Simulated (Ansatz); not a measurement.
```xyz
10

Si   -0.5869    0.3538   -0.6566
Si   -0.0928   -0.3452    3.2885
H    -0.2807   -0.7354    4.7107
H     0.9955   -1.1553    2.6805
H     0.2684    1.0970    3.2099
H    -0.0228    1.2118    0.3931
F     0.0999    0.6778   -2.0524
F    -0.3145   -1.1757   -0.3244
Cl   -2.5876    0.6487   -0.8215
H    -1.3596   -0.5656    2.5390
```

Level of theory: Ansatz, RKS PBE0-D4/6-31G*.

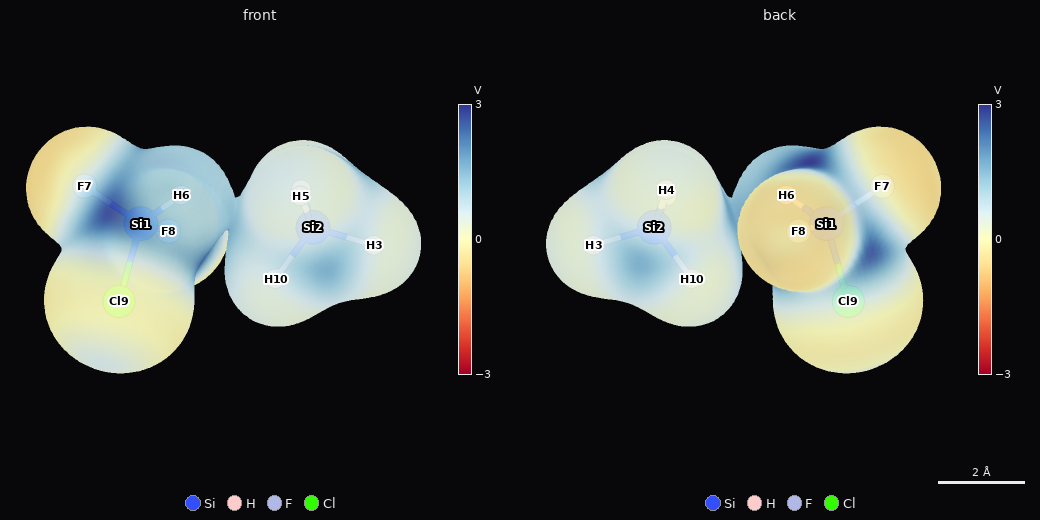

ClF₂HSi···SiH₄. The molecular electrostatic potential painted on the density surface at 0.004 e/bohr³, seen from the front and from behind; the colour scale runs from red (negative) to blue (positive).

Question: Describe the electrostatic potential map.

Answer: The most negative region (about −0.6 V) lies over F7 and F8, the most positive (about +2.7 V) over Si1. Cl9 shows a σ-hole: about +0.6 V at the tip opposite its bond, against about 0.0 V on its flanks.
